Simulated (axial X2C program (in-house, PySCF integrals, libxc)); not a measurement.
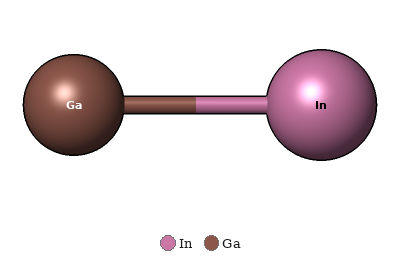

Figure 1. The molecule at the reference distance of 2.620 Å.

## Relativistic diatomic calculation, with input and output: InGa

InGa, single determinant with Ω = 2 (not the lowest found). The distance is the PBE0 minimum at charge 0. Computed at this level: expectation values, HF and Kohn-Sham, two-component X2C with atomic mean-field Coulomb and Gaunt terms, In dyall-cv3z, Ga dyall-cv3z (cores contracted) (axial X2C program (in-house, PySCF integrals, libxc)).

## The program's output
```
two-component X2C + atomic mean field  PBE0
basis functions 237  fitting functions 1275  grid points 5803
iter        total energy     max residual
   1      -7820.628022943     1.60e+00
   2      -7821.260820519     1.12e-02
   3      -7821.260251116     1.87e-02
   4      -7821.263073108     1.46e-03
   5      -7821.263117732     1.13e-03
   6      -7821.263125211     2.93e-04
   7      -7821.263125935     3.08e-05
   8      -7821.263125981     2.00e-05
   9      -7821.263126003     9.97e-06
  10      -7821.263126017     7.13e-06
  11      -7821.263126026     4.26e-06
  12      -7821.263126030     1.64e-06
  13      -7821.263126031     3.90e-07
converged
one-electron -11407.81210740  Coulomb 3520.41503424  exact exchange -58.23382636  xc functional -178.51336598  nuclear repulsion 306.80159671  atomic mean-field constant -3.92045723
```

## Expectation values by level of theory

```csv
quantity,PBE0,HF,LDA,TPSSh,PBE
effective field for an electron dipole moment (GV/cm),−3.57,−6.30,−3.28,−3.33,−3.03
field gradient at the first nucleus (a.u.),−3.63,−3.94,−3.47,−3.60,−3.47
field gradient at the second nucleus (a.u.),−1.91,−1.96,−1.89,−1.92,−1.88
"A∥/gI, first nucleus (MHz)",103,−68.6,211,124,149
"A∥/gI, second nucleus (MHz)",57.1,−30.7,107,79.4,78.7
```

Each column comes from one determinant with 2 or more unpaired spinors, which can mix states, in a basis with contracted cores. The levels disagree widely: the effective field runs from −6.30 to −3.03 GV/cm, A∥/gI at the first nucleus runs from −68.6 to 211 MHz and A∥/gI at the second nucleus runs from −30.7 to 107 MHz. They may not all have settled in the same state, and these values aren't reliable properties of the molecule.

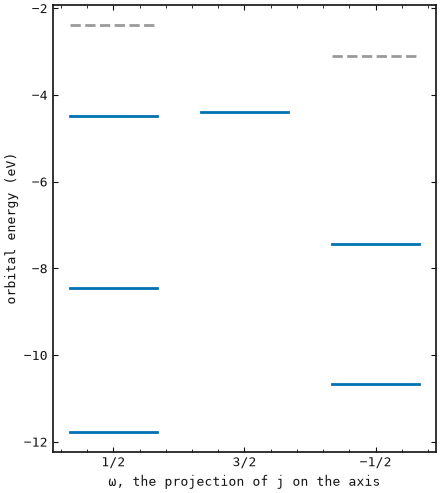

Figure 2. Orbital energies (PBE0) near the frontier at 2.62 Å, filled (solid) and empty (dashed). The highest filled spinor (3/2; 50 % Ga p, 44 % In p) lies at −4.39 eV, the lowest empty one (−1/2; 50 % In p, 46 % Ga p) at −3.09 eV.

## The input
```
{"zs": [49, 31], "q": 0, "bas": ["dyall-cv3z", "dyall-cv3z"], "r0": 2.66, "levels": ["PBE0", "HF", "LDA", "TPSSh", "PBE"], "nst": 3}
```

The line is the task of a batch: nuclear charges, charge, bases, the levels to run, a first guess of the distance and further settings. This report covers the levels named above. The log is that of the reference distance.

The run was one of a batch that the task file lists, launched with:
```bash
python <driver script> task.json out
```

## Key numbers

- outcome: converged; the levels of theory disagree widely
- hardware: 1 thread of Arm Neoverse V2, 112 GiB of memory available, shared host
- wall time: 6.2 s
- peak memory: 0.53 GiB
